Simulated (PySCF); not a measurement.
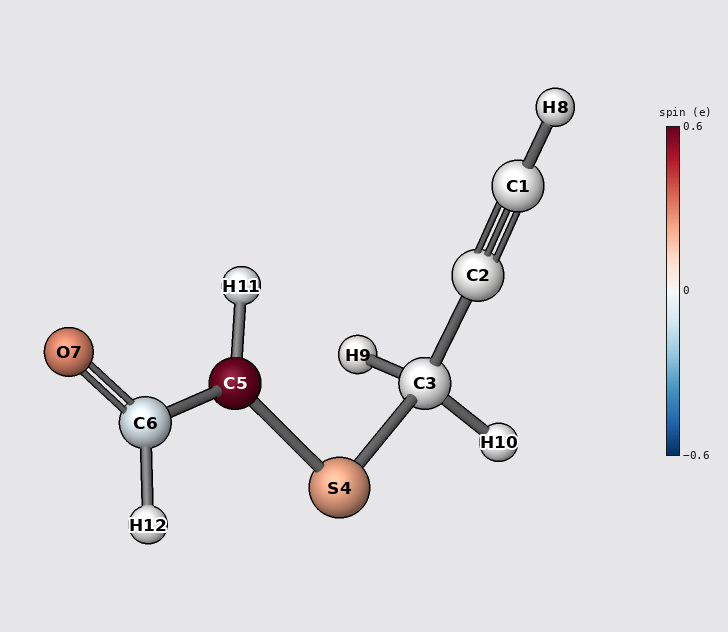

Atoms are coloured by their Mulliken spin populations. Charge 0, doublet. The geometry was computed by an optimisation with GFN2-xTB. No frequency run is at hand to confirm it as a minimum. Level of theory: UKS B3LYP, pcH-1 on C H O S, non-relativistic (PySCF 2.14.0).

Give the Mulliken spin populations atom by atom.

```
atom  value (e)
  C1       0.00
  C2       0.00
  C3       0.00
  S4       0.23
  C5       0.58
  C6      −0.07
  O7       0.29
  H8       0.00
  H9       0.01
 H10       0.00
 H11      −0.03
 H12       0.00
```

Mulliken values depend strongly on the basis set.
